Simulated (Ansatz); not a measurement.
# BrH6NSi: the cost of one run

Computed with Ansatz 0.2.0, Gaussian basis. Level: PBE0-D4, def2-SVP first, then def2-TZVP.

152 further runs of the same task are left out: 152 set aside as unsound or not needed.

**1. Starting geometry**

The guess: 9 atoms, charge 0, spin multiplicity 1.

Atoms are counted from 1 here; the program's logs count them from 0.

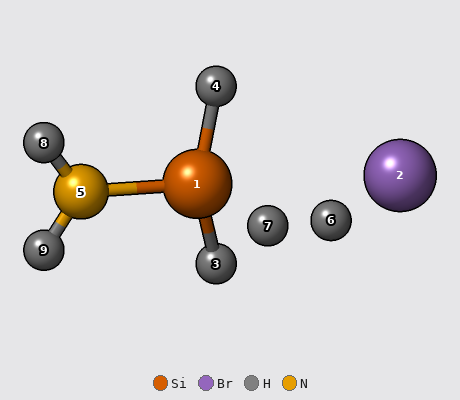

The starting geometry (silicon orange, bromine purple, hydrogen grey, nitrogen amber); atoms are numbered from 1 in the order of the file.

Coordinates:

```xyz
9
charge 0, multiplicity 1
Si   -0.2439   -0.2171   -0.2086
Br    0.4973    1.2003   -2.6853
H     0.6273   -1.1640   -0.8606
H    -1.3728    0.6563   -0.4174
N    -0.5937   -0.9654    1.2871
H     1.2769    1.5962   -0.7978
H     1.1121    1.2105    0.0422
H    -1.2587   -0.6081    1.9536
H    -0.0444   -1.7087    1.6867
```

Distances that are to change: Si1–H7 1.98 Å, Br2–H6 2.08 Å, Si1–Br2 2.95 Å, H6–H7 0.94 Å.

**2. Relaxing the guess with the reacting distances held**

Contents of hold/in.yaml:

```yaml
crystal:
  periodic: [false, false, false]
  atoms:
    - {symbol: Si, position_ang: [-0.243900, -0.217100, -0.208600]}
    - {symbol: Br, position_ang: [0.497300, 1.200300, -2.685300]}
    - {symbol: H, position_ang: [0.627300, -1.164000, -0.860600]}
    - {symbol: H, position_ang: [-1.372800, 0.656300, -0.417400]}
    - {symbol: N, position_ang: [-0.593700, -0.965400, 1.287100]}
    - {symbol: H, position_ang: [1.276900, 1.596200, -0.797800]}
    - {symbol: H, position_ang: [1.112100, 1.210500, 0.042200]}
    - {symbol: H, position_ang: [-1.258700, -0.608100, 1.953600]}
    - {symbol: H, position_ang: [-0.044400, -1.708700, 1.686700]}
basis:
  gaussian: {orbitals: def2-SVP}
hamiltonian: {xc: pbe0, dispersion: d4}
relax: {f_tol: 0.04, max_steps: 150, escape_saddle: false, constraints: [{distance: [0, 6]}, {distance: [1, 5]}, {distance: [0, 1]}, {distance: [5, 6]}]}
```

The run is started by

```
> ansatz run in.yaml --threads 4 --pin off --events-out ev --progress --plain --max-ram 9574MiB
```

**Question.** How long does this run take on 4 threads of Arm Neoverse V2, shared host?

About 8 s.
